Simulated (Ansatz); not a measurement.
## LiTaO3 (LiNbO3 type, space group R3c): energy against volume

LiTaO3 (LiNbO3 type, space group R3c)

```
LiTaO3
1.0
    2.56994     1.48376     4.59035
   -2.56994     1.48376     4.59035
    0.00000    -2.96752     4.59035
Li Ta O
2 2 6
Direct
  0.70525   0.70525   0.70525
  0.20525   0.20525   0.20525
  0.98836   0.98836   0.98836
  0.48836   0.48836   0.48836
  0.62303   0.87045   0.26262
  0.87045   0.26262   0.62303
  0.26262   0.62303   0.87045
  0.76262   0.37045   0.12303
  0.37045   0.12303   0.76262
  0.12303   0.76262   0.37045
```

The volume is varied about the relaxed value V₀ at fixed cell shape. The atoms relax within the cell's symmetry.

Computed with PBEsol (plane waves to 420 eV, PAW, scalar-relativistic; Ansatz, an electronic-structure program). k mesh 8×8×8 (Γ-centred), Fermi-Dirac smearing 0.05 eV. The energy includes the smearing's −TS. Stress and pressure are positive under compression. With the shape held, the modulus is that of even scaling; a crystal free to change shape is softer. LiTaO3 is run without spin polarisation. LiTaO3 was relaxed with its symmetry unable to fall. Spin-orbit coupling is left out, though Ta is heavy. The zero of ΔE is the relaxed starting cell.

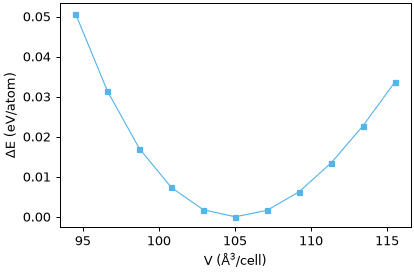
Figure: ΔE (eV/atom) against V (Å³/cell); computed points joined by lines.

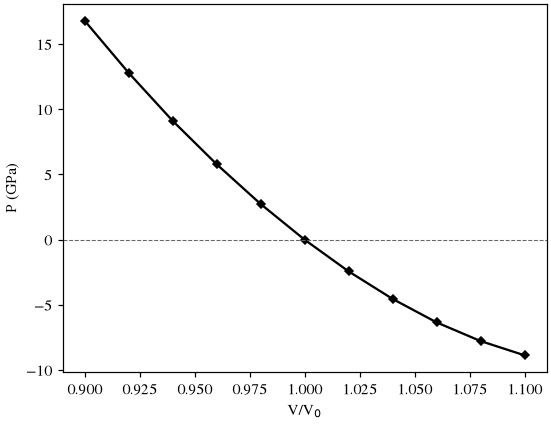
Fig. 1. P (GPa) against V/V₀; computed points joined by lines.

The equilibrium volume of the fit comes out as 10.50 Å³/atom, the pressure derivative B₀′ (fit) is 5.1 and the energy cost of the largest expansion is 33.7 meV/atom. The energy cost of the largest compression comes out as 50.7 meV/atom and the pressure at the smallest volume comes out as 16.8 GPa.

(Under strain, the slope of the energy per volume gives the stress and its curvature an elastic modulus.)
